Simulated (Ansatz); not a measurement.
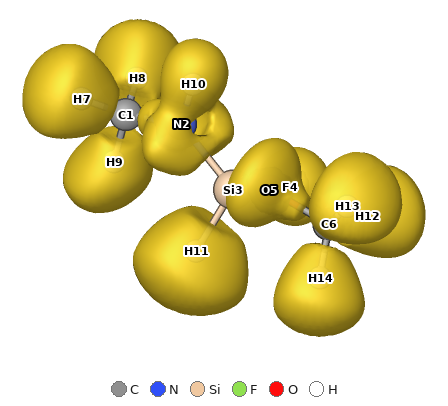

Figure 1: C2H8FNOSi. Isosurface of the electron localisation function at 0.75 (yellow), seen at an oblique angle. Only the valence region is drawn (cores and ρ < 0.01 e/Å³ removed).

Geometry: PBE0-D4/def2-TZVP.

These are results of RKS PBE0-D4/def2-TZVPP (Ansatz 0.2.0), not measurements.

Input

```
crystal:
  periodic: [false, false, false]
  atoms:
    - {symbol: C, position_ang: [-0.194105, -2.536845, 0.608325]}
    - {symbol: N, position_ang: [-0.601151, -1.184491, 0.297798]}
    - {symbol: Si, position_ang: [0.434026, 0.079071, -0.114057]}
    - {symbol: F, position_ang: [0.931566, 0.073522, -1.639680]}
    - {symbol: O, position_ang: [-0.409463, 1.452558, 0.104028]}
    - {symbol: C, position_ang: [-0.073962, 2.710079, -0.439803]}
    - {symbol: H, position_ang: [-0.705484, -2.912631, 1.499564]}
    - {symbol: H, position_ang: [-0.378666, -3.236239, -0.214742]}
    - {symbol: H, position_ang: [0.877767, -2.558122, 0.819988]}
    - {symbol: H, position_ang: [-1.592506, -1.058497, 0.173327]}
    - {symbol: H, position_ang: [1.684039, -0.017323, 0.670902]}
    - {symbol: H, position_ang: [0.158536, 2.638332, -1.506354]}
    - {symbol: H, position_ang: [-0.929369, 3.374994, -0.310294]}
    - {symbol: H, position_ang: [0.785673, 3.146293, 0.079797]}
basis:
  gaussian: {orbitals: def2-TZVPP}
hamiltonian: {xc: pbe0, dispersion: d4}
output: {orbitals: {seedname: orbitals}}
```

Command:

```sh
ansatz run in.yaml --threads 2 --pin off --events-out ev --progress --plain --max-ram 32768MiB --backend cuda --devices 0, --max-vram 18GiB
```

Q: Identify the bonds, lone pairs and shells in this picture.

A: At this value the surface marks out seven regions around hydrogen nuclei, one region on O in which the atom's valence shell and bonds are merged, one region wrapped around F (its lone pairs, merged into a ring or cap) and one joined region spread over several atoms (H, N, Si), in which their bonds and any lone pairs are merged. Profiles from the grid: C–O (1.41 Å): the ELF peaks at about 0.85 between the atoms, as expected for a shared but strongly polarised pair. C–N (1.45 Å): the ELF peaks at about 0.90 between the atoms: a shared electron pair.
